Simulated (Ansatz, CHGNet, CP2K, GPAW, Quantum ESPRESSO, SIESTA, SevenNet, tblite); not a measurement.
**Other levels on liquid Cu37Al22Si42 (at. %) at 1600 K (79 atoms)**

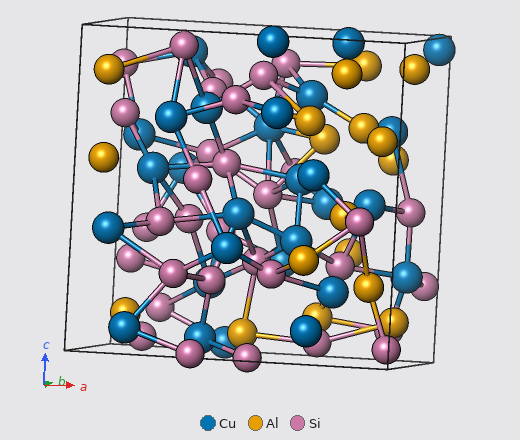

The cell (copper blue, aluminium orange, silicon pink). Bonds to atoms that aren't drawn are left out. Some periodic images of atoms are drawn too.

Density of this cell: 3.67 g/cm³. The cell holds 79 atoms: 29 Cu, 17 Al and 33 Si. Its edges and angles: a = 11.350 Å, b = 11.350 Å, c = 11.350 Å, α = 90.0°, β = 90.0°, γ = 90.0°. 79 atoms (29 Cu, 17 Al, 33 Si) placed at random at 4.03 g/cm³, melted at 2000 K for 10 ps at fixed volume with the MEAM Al-Si-Mg-Cu-Fe potential (Jelinek et al., Phys. Rev. B 85, 245102 (2012)). Snapshot at the end of a hold of 10 ps at 1600 K and zero pressure. Then every atom was moved at random, 0.05 Å r.m.s. a Cartesian component.

Geometry: as built.

The reference, a calculation:

- method: Kohn-Sham DFT, PBE, PAW, plane waves (Ansatz 0.2.0); cutoff 420 eV, Γ point, fermi-dirac smearing of 0.05 eV; PAW set soft_2
- r.m.s. force component: 0.7722 eV/Å
- longest force: 4.95 eV/Å
- pressure: -5.221 GPa
- SCF cycles: 14
- time: 15 s on 8 threads of Arm Neoverse V2, shared host
- CPU time: 1.9 min

In doubt: a PseudoDojo file used here is known to give poor structures and forces (SIESTA), which bears on pressures, cells, forces and phonons.

**Question.** The same geometry is run in other programs. How far does each lie from the reference, and what does it cost?
- CP2K PBE, DZVP-MOLOPT-SR, 280/50 Ry, diagonalisation (CP2K 2026.2; 2 threads)
- CP2K PBE, DZVP-MOLOPT-SR, 800/50 Ry, diagonalisation (CP2K 2026.2; 4 MPI ranks)
- SIESTA PBE, DZP, shift 0.01 Ry, mesh 500 Ry (SIESTA 5.4.2; 2 MPI ranks)
- GPAW revPBE, LCAO dzp, h 0.2 Å (GPAW 26.7.0; 1 thread)
- SIESTA PBE, TZP, shift 0.01 Ry, mesh 500 Ry (SIESTA 5.4.2; 4 MPI ranks)
- SIESTA PBE, DZP, shift 0.01 Ry, mesh 200 Ry (SIESTA 5.4.2; 2 MPI ranks)
- tblite IPEA1-xTB (tblite 0.8.0; 1 thread)
- SIESTA PBE, SZ, shift 0.01 Ry, mesh 500 Ry (SIESTA 5.4.2; 1 thread)
- CHGNet r2SCAN potential (CHGNet r2SCAN; 1 thread)
- SevenNet l3i5 potential (SevenNet l3i5; 1 thread)

Differences are against the plane-wave reference, forces as r.m.s. over components; share is that over the reference's r.m.s. force, slope the least-squares factor from reference forces to these. Total energies of different programs have different zeros and aren't compared.

| run | Δ force, r.m.s. (meV/Å) | share (%) | slope | Δ pressure (GPa) | cores | CPU time | memory (GiB) |
| --- | --- | --- | --- | --- | --- | --- | --- |
| reference | - | - | - | - | 8 | 1.9 min | 2.1 |
| CP2K PBE, DZVP-MOLOPT-SR, 280/50 Ry, diagonalisation (coarse) | 442 | 57.2 | 1.038 | 1.30 | 2 | 6.5 min | 1.7 |
| CP2K PBE, DZVP-MOLOPT-SR, 800/50 Ry, diagonalisation | 45.5 | 5.89 | 1.029 | 0.639 | 4 | 9.5 min | 7.9 |
| SIESTA PBE, DZP, shift 0.01 Ry, mesh 500 Ry | 74.8 | 9.69 | 1.052 | -0.610 | 2 | 15 min | 3.1 |
| GPAW revPBE, LCAO dzp, h 0.2 Å | 112 | 14.6 | 1.104 | - | 1 | 5.2 min | 1.7 |
| SIESTA PBE, TZP, shift 0.01 Ry, mesh 500 Ry | 63.8 | 8.26 | 1.044 | -0.767 | 4 | 21 min | 4.0 |
| SIESTA PBE, DZP, shift 0.01 Ry, mesh 200 Ry | 75.1 | 9.72 | 1.052 | -0.579 | 2 | 4.4 min | 1.2 |
| tblite IPEA1-xTB | 537 | 69.6 | 1.330 | 10.5 | 1 | 7.3 s | 0.16 |
| SIESTA PBE, SZ, shift 0.01 Ry, mesh 500 Ry (coarse) | 470 | 60.9 | 1.212 | 7.48 | 1 | 3.7 min | 1.3 |
| CHGNet r2SCAN potential | 298 | 38.6 | 0.819 | -5.94 | 1 | 3.1 s | 0.88 |
| SevenNet l3i5 potential | 224 | 29.1 | 1.019 | -1.57 | 1 | 8.4 s | 1.2 |

Rows marked coarse were listed beforehand as settings not expected to be converged; some can still land near the reference.

Times of the machine-learned potentials are mostly Python's start and the loading of weights.

CPU time is summed over cores on a shared host, where runs went side by side, so it is rough. Symmetry, cutoffs, thresholds, outputs and thread counts weren't matched or tuned between programs; memory under MPI is the largest rank's times the ranks.

The PBE runs in local orbitals, coarse settings apart, differ by 5.9 % (CP2K PBE, DZVP-MOLOPT-SR, 800/50 Ry, diagonalisation) to 9.7 % (SIESTA PBE, DZP, shift 0.01 Ry, mesh 200 Ry); basis, grid and potentials can all enter. Tight binding differs by 70 % (tblite IPEA1-xTB); it is another model, with fitted parameters of its own, and the xTB methods hold dispersion. Machine-learned potentials differ by 29 % (SevenNet l3i5 potential) to 39 % (CHGNet r2SCAN potential); they were trained on other programs' data, some at another functional. Rows with another functional or a dispersion term differ by 15 % (GPAW revPBE, LCAO dzp, h 0.2 Å), which mixes the change of model with differences of basis and potentials. Periodic xTB results under one method name differ between programs and library versions. Machine-learned potentials mimic data converged in k, so the reference's own k-point error enters their differences. The network of bonds at the start is that of the classical potential that made the cell, and needn't be the one that DFT or experiment would give. The electronic-structure runs sample only Γ, in a cell whose shortest periodic width is 11 Å, which is coarse for a cell with partly filled levels.

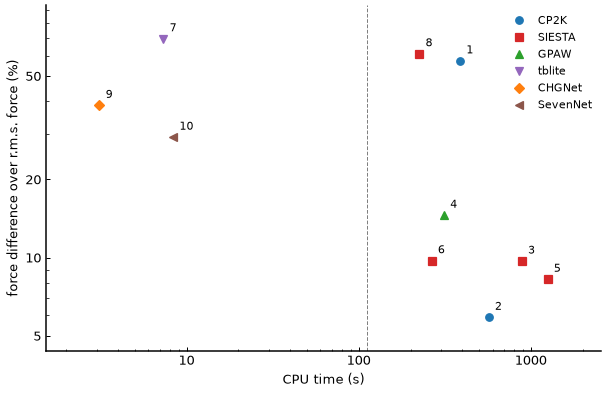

Force difference against CPU time; the dashed line marks the reference's time. Points: 1 CP2K PBE, DZVP-MOLOPT-SR, 280/50 Ry, diagonalisation; 2 CP2K PBE, DZVP-MOLOPT-SR, 800/50 Ry, diagonalisation; 3 SIESTA PBE, DZP, shift 0.01 Ry, mesh 500 Ry; 4 GPAW revPBE, LCAO dzp, h 0.2 Å; 5 SIESTA PBE, TZP, shift 0.01 Ry, mesh 500 Ry; 6 SIESTA PBE, DZP, shift 0.01 Ry, mesh 200 Ry; 7 tblite IPEA1-xTB; 8 SIESTA PBE, SZ, shift 0.01 Ry, mesh 500 Ry; 9 CHGNet r2SCAN potential; 10 SevenNet l3i5 potential.

[Hosts, paths, dates, database ids (printed as entryN), source tags and the programs' standing remarks are cut or masked in the printed files.]
